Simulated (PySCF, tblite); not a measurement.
# C5H11NOSi2: geometry, infrared bands and NMR shifts

Wanted: the infrared bands and NMR shifts of C5H11NOSi2 (`N#C[SiH2]CC(=O)CC[SiH3]`), by calculation.

The runs use tblite 0.8.0 and PySCF 2.14.0, with density-fitted response routines of our own; the level of theory stands in each step. All values are computed, except where a source is named. Atoms are numbered from 0 throughout.

### Step 1. Starting geometry

20 atoms, charge 0, multiplicity 1; geometry from: force field or distance geometry start.

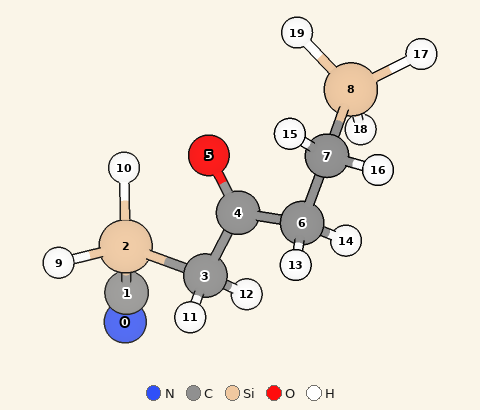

The starting geometry (nitrogen blue, carbon grey, silicon light orange, oxygen red, hydrogen white), atoms numbered.

### Step 2. Optimising the geometry with GFN2-xTB

What the job is given:

```
{"job": {"kind": "relax", "xc": "GFN2-xTB", "basis": "xTB"}, "charge": 0, "multiplicity": 1}
N      4.218600    -3.025500    -0.312200
C      3.643200    -2.005100    -0.162500
Si     2.806900    -0.428200     0.113800
C      1.375600    -0.273300    -1.090000
C      0.169500     0.351100    -0.423200
O      0.297800     0.664300     0.734300
C     -1.089300     0.577600    -1.185600
C     -2.175600     1.216300    -0.383800
Si    -2.559000     0.083300     1.057400
H      3.750500     0.690400    -0.078200
H      2.371500    -0.329700     1.526000
H      1.666000     0.318500    -1.950300
H      1.084000    -1.310800    -1.368900
H     -0.959200     1.151600    -2.111400
H     -1.442600    -0.443400    -1.471900
H     -1.983600     2.259800    -0.077600
H     -3.082200     1.235100    -1.041200
H     -4.026800    -0.114300     1.233500
H     -2.020100    -1.246600     0.741000
H     -2.050300     0.639600     2.305600
```

On the command line:

```sh
$ OMP_NUM_THREADS=1 python probes_run.py task.json out
```

This one command runs all jobs of the session in turn.

**Question.** This job is followed by: GFN2-xTB harmonic vibrations, gas phase; GIAO PBE0/pcSseg-1 NMR shielding, non-relativistic, gas phase. What will the session give for the following? strongest single infrared mode (GFN2-xTB); zero-point energy (GFN2-xTB); 13C shifts against TMS (PBE0/pcSseg-1); 1H shifts against TMS (PBE0/pcSseg-1, means over atoms taken as alike); 15N shifts against NH3 (PBE0/pcSseg-1); 29Si shifts against TMS (PBE0/pcSseg-1); 17O shifts against H2O (PBE0/pcSseg-1).

The runs gave:

| quantity | value |
| --- | --- |
| strongest single infrared mode (GFN2-xTB) | 2165 cm⁻¹, 500 km/mol |
| zero-point energy (GFN2-xTB) | 88.3 kcal/mol |
| 13C shifts against TMS (PBE0/pcSseg-1) | 228.8, 125.5, 42.5, 34.5, 5.7 ppm |
| 1H shifts against TMS (PBE0/pcSseg-1, means over atoms taken as alike) | 4.52, 4.08, 2.81, 2.55, 0.82 ppm |
| 15N shifts against NH3 (PBE0/pcSseg-1) | 362.7 ppm |
| 29Si shifts against TMS (PBE0/pcSseg-1) | -73.5, -86.8 ppm |
| 17O shifts against H2O (PBE0/pcSseg-1) | 634.6 ppm |

In words: Relaxing lowered the energy by 0.644 eV in 145 steps; the close pair that moved most is C1–Si2, from 1.806 to 1.875 Å. All 54 modes are real, so the xTB geometry is a minimum. The strongest single mode, at 2165 cm⁻¹, moves mainly H17. Unscaled tight-binding wavenumbers are off by several per cent, some by more. Its intensities can rank the bands wrongly. The most deshielded carbon is C4 (ketone carbonyl carbon), at 228.8 ppm: low-lying n→π* states of the double bond to the heteroatom give a large paramagnetic term (-301 ppm). At PBE0/pcSseg-1: Shielding is most anisotropic at O5 (span 1084 ppm, paramagnetic term -706 ppm).
